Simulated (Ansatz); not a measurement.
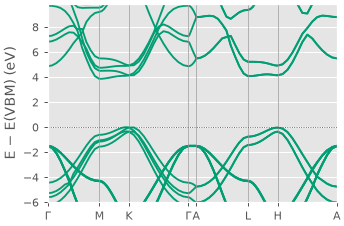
Figure: Band structure from PBE+D3(BJ) (plane waves, PAW; program Ansatz)

The gap is 3.86 eV; an edge lies off the plotted path or next to a special point (maximum on the K–Γ line, 5 % of the way from K, minimum at M).

The material is BN in space group P6_3/mmc (No. 194; B on 4f, N on 4f).

A made-up cell: these elements were put on the sites of a structure type. Its sites differ from those of the usual phase in this space group: another stacking or structure type. Symmetry was held in the PBE+D3(BJ) relaxation; phonons on a q-mesh show weakly imaginary modes. The volume moved by 57 % from the start of the relaxation.

Potentials: the later of the program's two PAW sets.
